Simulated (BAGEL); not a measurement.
**HF/STO-3G (density fitting with qzvpp-jkfit) run of CH5GaO (SMILES [CH3][GaH][OH])**

Aim: the energy change on altering one bond length of CH5GaO at HF/STO-3G (density fitting with qzvpp-jkfit), from 2 runs. 

The results are computed with BAGEL 1.2.2.

2 further runs of the same task are left out: 1 that didn't finish, 1 set aside as unsound or not needed. Runs told in other sessions of the task aren't counted.

## Step 1: The system as given

CH5GaO has 8 atoms, charge 0, and is taken as a singlet. As SMILES, `[CH3][GaH][OH]`. Geometry: a GFN2-xTB relaxation, a rough one for these elements and not checked as a minimum. This is one conformer, not always the lowest.

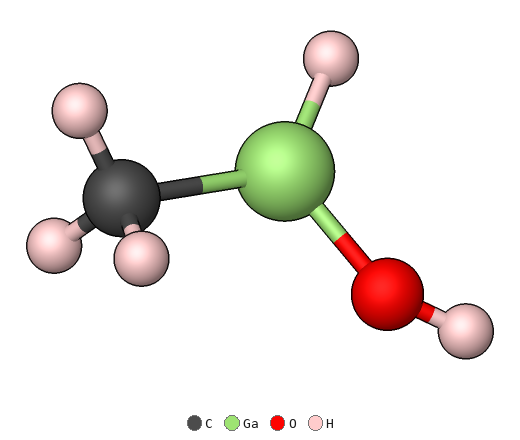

The structure, seen from a chosen angle (carbon dark grey, gallium green, oxygen red, hydrogen pink).

## Step 2: A single-point energy at HF/STO-3G (density fitting with qzvpp-jkfit)

Contents of input.json:

```json
{ "bagel": [

{
  "title": "molecule",
  "basis": "sto-3g",
  "df_basis": "qzvpp-jkfit",
  "angstrom": true,
  "geometry": [
    { "atom": "C", "xyz": [      -0.795440,       0.943740,      -0.418960 ] },
    { "atom": "Ga", "xyz": [       0.781230,      -0.258110,      -0.029210 ] },
    { "atom": "O", "xyz": [       0.386530,      -1.586970,       0.981740 ] },
    { "atom": "H", "xyz": [      -0.506800,       1.982800,      -0.576170 ] },
    { "atom": "H", "xyz": [      -1.474040,       0.876310,       0.433320 ] },
    { "atom": "H", "xyz": [      -1.324680,       0.597280,      -1.308140 ] },
    { "atom": "H", "xyz": [       2.271490,      -0.167390,      -0.499100 ] },
    { "atom": "H", "xyz": [       0.661710,      -2.387640,       1.416530 ] }
  ]
},

{ "title": "hf" },

{ "title": "print", "file": "orbitals.molden", "orbitals": true }

]}
```

Launch:

```bash
$ BAGEL_NUM_THREADS=1 BAGEL input.json > input.out
```

What it wrote:

```text
* using 1 threads per process

  ===============================================================
  ===============================================================

  *** Geometry ***

  { "atom" : "C", "xyz" : [     -1.503164,      1.783410,     -0.791720 ] },
  { "atom" : "Ga", "xyz" : [      1.476311,     -0.487757,     -0.055199 ] },
  { "atom" : "O", "xyz" : [      0.730436,     -2.998939,      1.855220 ] },
  { "atom" : "H", "xyz" : [     -0.957713,      3.746949,     -1.088804 ] },
  { "atom" : "H", "xyz" : [     -2.785532,      1.655986,      0.818856 ] },
  { "atom" : "H", "xyz" : [     -2.503282,      1.128696,     -2.472026 ] },
  { "atom" : "H", "xyz" : [      4.292494,     -0.316321,     -0.943162 ] },
  { "atom" : "H", "xyz" : [      1.250451,     -4.511986,      2.676854 ] },

  Number of auxiliary basis functions:      508

  Since a DF basis is specified, we compute 2- and 3-index integrals:
    o Being stored without compression. Storage requirement is 0.004 GB

  Number of basis functions:       33
  Number of electrons      :       50

    * METHOD: MOLECULE                             0.33

  *** RHF ***

  === Nuclear Repulsion ===
   190.9441355897

      * DIIS with orbital gradients will be used.

  === RHF iteration (sto-3g) ===
      0      -2014.95879014          0.01328316           0.04
      1      -2015.02191592          0.00512741           0.04
      2      -2015.03080849          0.00101048           0.04
      3      -2015.03147347          0.00025923           0.04
      4      -2015.03156540          0.00016682           0.04
      5      -2015.03163140          0.00006793           0.04
      6      -2015.03164119          0.00003850           0.04
      7      -2015.03164457          0.00001837           0.04
      8      -2015.03164534          0.00000561           0.04
      9      -2015.03164539          0.00000193           0.04
     10      -2015.03164540          0.00000108           0.04
     11      -2015.03164540          0.00000062           0.04
     12      -2015.03164540          0.00000043           0.04
     13      -2015.03164540          0.00000029           0.04
     14      -2015.03164540          0.00000016           0.04
     15      -2015.03164540          0.00000008           0.04
     16      -2015.03164540          0.00000004           0.04
     17      -2015.03164540          0.00000002           0.04
     18      -2015.03164540          0.00000001           0.04
     19      -2015.03164540          0.00000001           0.04
    * SCF iteration converged.

    * Permanent dipole moment:
           (   -0.218471,     0.261966,    -0.096978) a.u.

    * METHOD: HF                                   0.97

    * METHOD: PRINT                                0.01

  ===============================================================
```

It took 1.5 s on 1 thread of Arm Neoverse N1, shared host; peak memory 0.083 GiB.

## Step 3: The distorted shape

Contents of input.json:

```json
{ "bagel": [

{
  "title": "molecule",
  "basis": "sto-3g",
  "df_basis": "qzvpp-jkfit",
  "angstrom": true,
  "geometry": [
    { "atom": "C", "xyz": [   -2.056762,    1.905209,   -0.730756 ] },
    { "atom": "Ga", "xyz": [    0.781230,   -0.258110,   -0.029210 ] },
    { "atom": "O", "xyz": [    0.386530,   -1.586970,    0.981740 ] },
    { "atom": "H", "xyz": [   -1.768122,    2.944269,   -0.887966 ] },
    { "atom": "H", "xyz": [   -2.735362,    1.837779,    0.121524 ] },
    { "atom": "H", "xyz": [   -2.586002,    1.558749,   -1.619936 ] },
    { "atom": "H", "xyz": [    2.271490,   -0.167390,   -0.499100 ] },
    { "atom": "H", "xyz": [    0.661710,   -2.387640,    1.416530 ] }
  ]
},
{
  "title": "hf"
},
{
  "title": "print",
  "file": "orbitals.molden",
  "orbitals": true
}

]}
```

Launch:

```bash
$ BAGEL_NUM_THREADS=1 BAGEL input.json > input.out
```

What it wrote:

```text
* using 1 threads per process

  ===============================================================
  ===============================================================

  *** Geometry ***

  { "atom" : "C", "xyz" : [     -3.886717,      3.600323,     -1.380929 ] },
  { "atom" : "Ga", "xyz" : [      1.476311,     -0.487757,     -0.055199 ] },
  { "atom" : "O", "xyz" : [      0.730436,     -2.998939,      1.855220 ] },
  { "atom" : "H", "xyz" : [     -3.341266,      5.563862,     -1.678013 ] },
  { "atom" : "H", "xyz" : [     -5.169085,      3.472899,      0.229647 ] },
  { "atom" : "H", "xyz" : [     -4.886836,      2.945609,     -3.061235 ] },
  { "atom" : "H", "xyz" : [      4.292494,     -0.316321,     -0.943162 ] },
  { "atom" : "H", "xyz" : [      1.250451,     -4.511986,      2.676854 ] },

  Number of auxiliary basis functions:      508

  Since a DF basis is specified, we compute 2- and 3-index integrals:
    o Being stored without compression. Storage requirement is 0.004 GB

  Number of basis functions:       33
  Number of electrons      :       50

    * METHOD: MOLECULE                             0.32

  *** RHF ***

  === Nuclear Repulsion ===
   157.9032830179

      * DIIS with orbital gradients will be used.

  === RHF iteration (sto-3g) ===
      0      -2014.61196994          0.01926729           0.04
      1      -2014.60537700          0.02005354           0.04
      2      -2014.76325004          0.00372867           0.04
      3      -2014.76948484          0.00135513           0.04
      4      -2014.77061867          0.00047173           0.04
      5      -2014.77092274          0.00030778           0.04
      6      -2014.77114508          0.00011558           0.04
      7      -2014.77116813          0.00007538           0.04
      8      -2014.77117769          0.00005039           0.04
      9      -2014.77118379          0.00002958           0.04
[... 19 lines of this table left out ...]
     29      -2014.77118803          0.00000002           0.04
     30      -2014.77118803          0.00000002           0.04
     31      -2014.77118803          0.00000001           0.04
     32      -2014.77118803          0.00000001           0.04
    * SCF iteration converged.

    * Permanent dipole moment:
           (   -0.580825,     0.609656,    -0.240208) a.u.

    * METHOD: HF                                   1.47

    * METHOD: PRINT                                0.00

  ===============================================================
```

Wall time 2 s (1 thread of Arm Neoverse N1, shared host); peak memory 0.084 GiB.

## Step 4: Results

Level: HF/STO-3G (density fitting with qzvpp-jkfit).

```
                                                          quantity           value
                                         first shape: total energy  -2015.03165 Eh
                                        first shape: dipole moment          0.90 D
                                          first shape: HOMO energy        -6.85 eV
                                          first shape: LUMO energy         6.17 eV
                                        first shape: HOMO–LUMO gap        13.02 eV
                                     distorted shape: total energy  -2014.77119 Eh
                                    distorted shape: dipole moment          2.23 D
                                      distorted shape: HOMO energy        -3.92 eV
                                      distorted shape: LUMO energy         2.60 eV
                                    distorted shape: HOMO–LUMO gap         6.52 eV
energy change with the C1–Ga2 bond stretched from 2.020 to 3.637 Å        7.087 eV
```

What this shows: With the C1–Ga2 bond stretched from 2.020 to 3.637 Å the energy rises by 7.09 eV (684 kJ/mol). The first shape isn't relaxed at this level, so the change isn't measured from a minimum. A restricted reference can't describe the breaking bond well at this length. The minimal basis adds a large error of its own.
